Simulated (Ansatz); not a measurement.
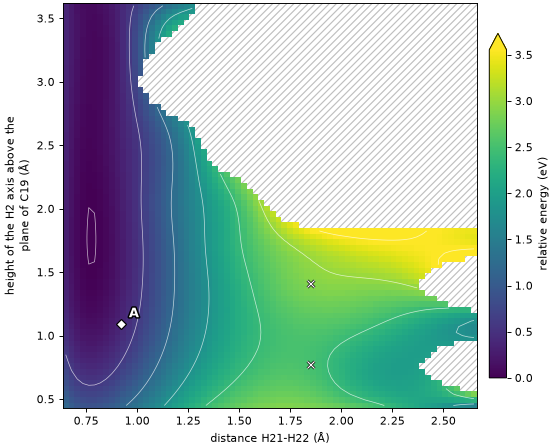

H₂ on a C(101) slab cut from the P6_3/mmc phase, its upper half relaxed before the scan (20 atoms of substrate and one adsorbate in a 2 × 1 cell). 
- H2 lies flat over one site of a rigid substrate while its bond length and height are varied; it sits over a hollow site, heights counted from the top plane, its axis along the second surface vector.
- Coordinates scanned: (1) distance H21-H22; (2) height of the H2 axis above the plane of C19.
- The grid has 8 × 9 points. At 20 points there is no value (left out: too close to the surface, or the stretched molecule far from it).
- Points are written as (first, second).
- All energies are given in eV relative to the lowest grid point.
- These are results of DFT LDA, scalar-relativistic, plane waves, PAW in Ansatz 0.2.0, not measurements. Settings: cutoff 420 eV, k-mesh 6×6×1, gaussian smearing 0.05 eV, no spin polarisation.

In the figure: a smooth colour map with a few white contour lines, crosses at grid points without a value, one colour for all values above the top of the scale, hatched blanks where no value was computed, the point A. Between grid points the surface is interpolated.

### Is A at rest? If not, where is it pushed?

A, at (0.919 Å, 1.09 Å), is not a stationary point. The computed force is 2.8 eV for each Å towards smaller values of distance H21-H22 and 0.53 eV for each Å towards larger values of the second coordinate.

PAW datasets: the set soft_1.
